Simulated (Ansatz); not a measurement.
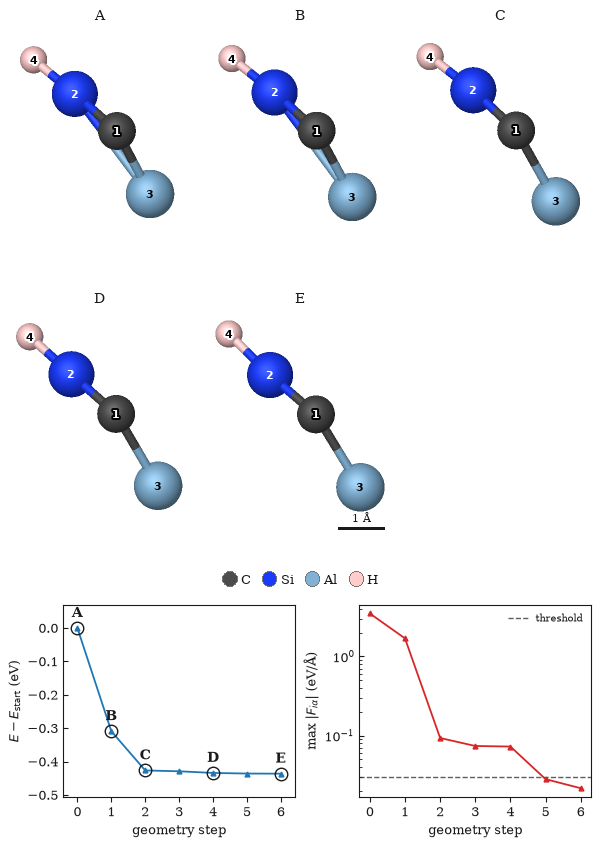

Frames of a relaxation of CHAlSi, marked on the history of the run. The picture is a ball-and-stick view, seen from a free direction.

It is one of the separated reactants of a reaction.

Method: Ansatz, RKS PBE-D4/def2-SVP.

Input file:
```yaml
crystal:
  periodic: [false, false, false]
  atoms:
    - {symbol: C, position_ang: [0.297250, 0.598364, 1.012938]}
    - {symbol: Si, position_ang: [0.741677, -0.868676, 1.726153]}
    - {symbol: Al, position_ang: [-0.259196, 0.219887, -0.631628]}
    - {symbol: H, position_ang: [1.260488, -1.977261, 2.446067]}
basis:
  gaussian: {orbitals: def2-SVP}
hamiltonian: {xc: pbe, dispersion: d4}
relax: {f_tol: 0.03, max_steps: 250}
```

Command:
```bash
ansatz run in.yaml --threads 2 --pin off --events-out ev --progress --plain --max-ram 4352MiB
```

What happens along the run?

The energy falls by 0.436 eV in 6 geometry steps. Largest force component: 3.5 eV/Å at the start, 0.022 eV/Å at the end. The atom that moves furthest after the best rigid fit is Al3 (0.36 Å). Largest moves by element: Al 0.36 Å, H 0.22 Å, C 0.16 Å, Si 0.11 Å. Near-neighbour distances that change, for instance: Si2–Al3 2.783 → 3.218 Å, C1–Al3 1.777 → 1.952 Å, Si2–H4 1.420 → 1.506 Å, C1–Si2 1.691 → 1.666 Å. Bond angles that change, for instance: Si2–C1–Al3 106.7° → 125.5°, C1–Si2–H4 170.9° → 173.6°. The run took 6.5 s on 2 threads of Arm Neoverse V1 (shared host). From step 0 to 1: Al3 moves most (0.08 Å), energy −0.309 eV. From step 1 to 2: Al3 moves most (0.13 Å), energy −0.117 eV. From step 2 to 4: Al3 moves most (0.09 Å), energy −0.007 eV. From step 4 to 6: Al3 moves most (0.09 Å), energy −0.002 eV.

```json
{"step": "0", "E − E(0), eV": "0.0000", "largest force component, eV/Å": "3.4946"}
{"step": "1", "E − E(0), eV": "-0.3090", "largest force component, eV/Å": "1.6937"}
{"step": "2", "E − E(0), eV": "-0.4264", "largest force component, eV/Å": "0.0933"}
{"step": "3", "E − E(0), eV": "-0.4289", "largest force component, eV/Å": "0.0740"}
{"step": "4", "E − E(0), eV": "-0.4338", "largest force component, eV/Å": "0.0727"}
{"step": "5", "E − E(0), eV": "-0.4357", "largest force component, eV/Å": "0.0282"}
{"step": "6", "E − E(0), eV": "-0.4360", "largest force component, eV/Å": "0.0216"}
```
